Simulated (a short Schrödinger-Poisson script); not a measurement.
System: symmetric double-gate stack, SiO2 on p-type Si(100), at 300 K.

| layer | material | thickness (nm) | Na (cm⁻³) |
|---|---|---|---|
| 1 | SiO2 | 3 | - |
| 2 | Si | 4 | 2e16 |
| 3 | SiO2 | 3 | - |

The device is made up for the run: typed textbook-type constants, with dimensions and the other settings drawn at random. SiO2: permittivity 3.9, conduction-band edge (eV) 3.15, gap (eV) 9, electron mass (mₑ) 0.5. Si: permittivity 11.7, conduction-band edge (eV) 0, gap (eV) 1.124, Nv at 300 K (cm⁻³) 3.1e19.

Channel valleys (confinement mass, in-plane density-of-states mass, number): Δ2 0.916, 0.19, 2; Δ4 0.19, 0.417, 4. At the gates, both at one voltage, the conduction-band edge of layer 1 lies 3.19 eV − eVg above the Fermi level of the channel. Gaps are held at their typed values at every temperature. Mesh 0.03 nm at interfaces.

Solved with a short Schrödinger-Poisson script written for these runs: 1D Poisson equation in equilibrium, electrons quantum, Hartree (BenDaniel-Duke, 12 states a valley, the channel's in-plane mass for all, wave functions free to enter the dielectric), parabolic valleys, classical holes, full ionisation, no traps, pinning or gate leakage.

Only gate voltages with over 1e8 electrons/cm² are shown.

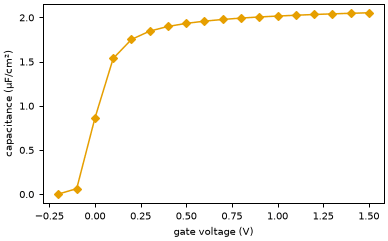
Figure. Quasi-static capacitance against gate voltage

```
Vg (V)  electrons (cm⁻²)  C (μF/cm²)  Δ2 E0 (meV)  Δ2 E1 (meV)  Δ4 E0 (meV)  Δ4 E1 (meV)
------  ----------------  ----------  -----------  -----------  -----------  -----------
-0.2              2.19e8     < 0.003        264.2        335.0        326.3        586.2
-0.1             1.01e10      0.0621        165.0        235.8        227.0        486.9
0                2.40e11       0.861         83.0        153.3        144.9        404.2
0.1              1.03e12        1.54         44.4        113.2        105.9        363.4
0.2              2.06e12        1.75         25.1         92.0         86.2        341.3
0.3              3.19e12        1.85         12.7         77.5         73.3        325.9
0.4              4.36e12        1.90          3.5         66.3         63.7        313.7
0.5              5.55e12        1.93         -3.9         56.9         56.0        303.4
0.6              6.77e12        1.96         -9.9         48.8         49.5        294.4
0.7              8.00e12        1.98        -15.2         41.7         44.0        286.4
0.8              9.24e12        1.99        -19.7         35.3         39.1        279.1
0.9              1.05e13        2.01        -23.8         29.4         34.8        272.3
1                1.17e13        2.02        -27.5         23.9         30.9        266.1
1.1              1.30e13        2.03        -30.9         18.8         27.3        260.2
1.2              1.43e13        2.03        -34.0         14.0         24.1        254.7
1.3              1.55e13        2.04        -36.9          9.5         21.0        249.4
1.4              1.68e13        2.05        -39.7          5.2         18.2        244.5
1.5              1.81e13        2.05        -42.3          1.1         15.6        239.7
```

Subbands count from the Fermi level. The capacitance is that of both gates.
